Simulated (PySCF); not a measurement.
SMILES Cl[Si]([SiH2][SiH3])(Cl)Cl, singlet, GFN2-xTB optimised geometry. Atoms within 1.6 Å of the plane z = 0.8 Å (x, y, z in Å): Si1 (2.37, -0.45, 0.00), Si2 (0.04, -0.45, 0.00), Si3 (-0.89, 1.68, 0.00), Cl4 (-2.91, 1.78, 0.10), Cl6 (-0.19, 2.77, 1.58), H8 (2.91, 0.47, 1.00), H9 (2.91, -1.78, 0.30), H10 (-0.52, -1.16, 1.16).

Computed with PySCF with PBE0/def2-TZVP.

Map of the electron localisation function on the plane z = 0.8 Å:

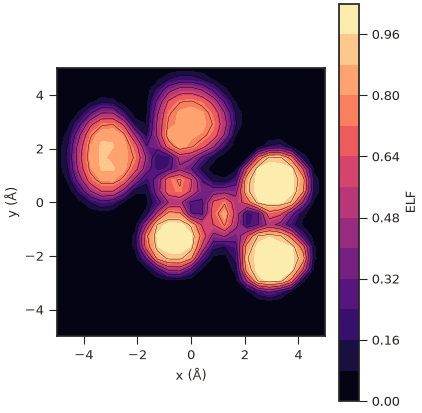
Electron localisation function on the plane z = 0.8 Å.
